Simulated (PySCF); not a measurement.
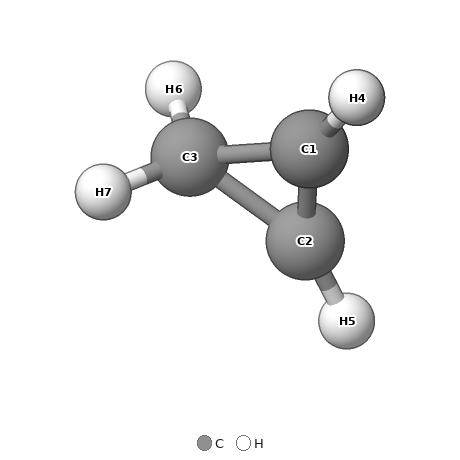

C₃H₄, SMILES C1=CC1. Simulated ¹H spectrum at 400 MHz, line width 0.6 Hz, from GIAO shifts (PBE0/pcSseg-1, against TMS) and couplings (B3LYP/pcJ-1), PySCF, at a GFN2-xTB geometry (no frequency check). Gas phase, values of one conformer, averaged over methyl-type rotors and exact or near symmetry; couplings among ¹H are treated exactly, other nuclei are left out. The upper panels enlarge each group of lines, each scaled alone.

### Give the shifts and couplings that make up the spectrum.

| δ (ppm) | nuclei | atoms |
| --- | --- | --- |
| 7.32 | 2 | H4, H5 |
| 1.03 | 2 | H6, H7 |


```
         pair  J (Hz)
H4/H5 – H6/H7    −2.1
```

Not listed: couplings under 0.5 Hz, those between magnetically equivalent nuclei.

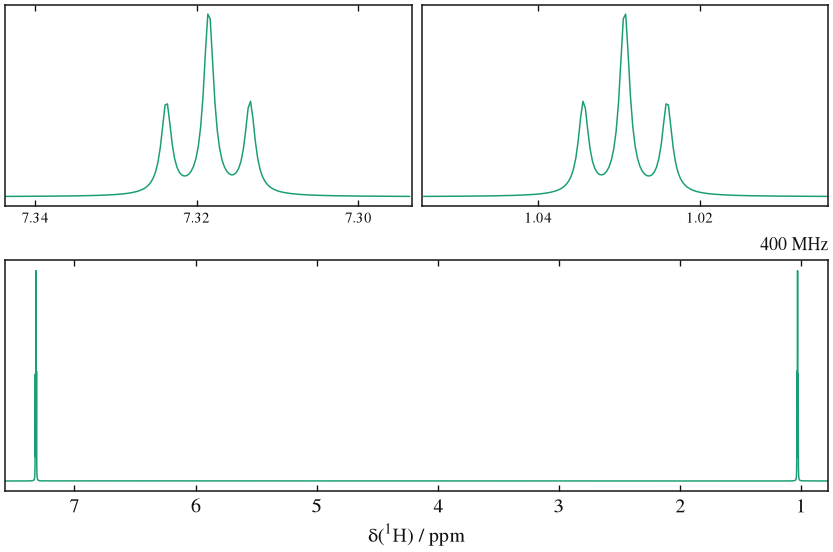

Caveats, for all or some of the runs: the tight-binding geometry is rougher than a DFT one and adds to the error.
